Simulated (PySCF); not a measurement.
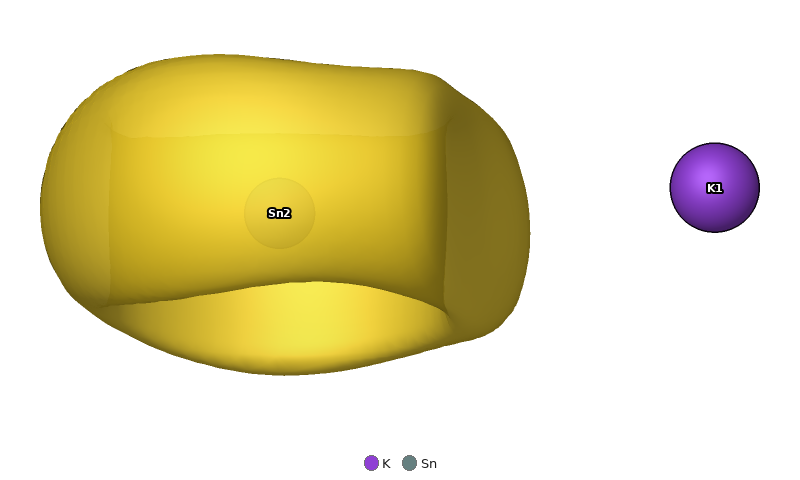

The picture shows: KSn (charge +1, triplet). Isosurface of the ELF at 0.8 (yellow), seen from one side. Only the valence region is drawn (cores and ρ < 0.01 e/Å³ removed).

Core potentials replace the inner electrons of Sn.

Theory: PBE0/def2-SVP, non-relativistic Hamiltonian with scalar-relativistic core potentials where named, at a bond length of 3.921 Å in PySCF 2.14.0.

Question: Identify the bonds, lone pairs and shells in this picture.

Answer: At this value the surface marks out one region wrapped around Sn (its valence shell).

Values along the shortest contacts:
K–Sn (3.92 Å): the ELF peaks at about 0.90 in the valence shell of Sn, 1.7 Å from its nucleus, and is about 0.55 at the midpoint.
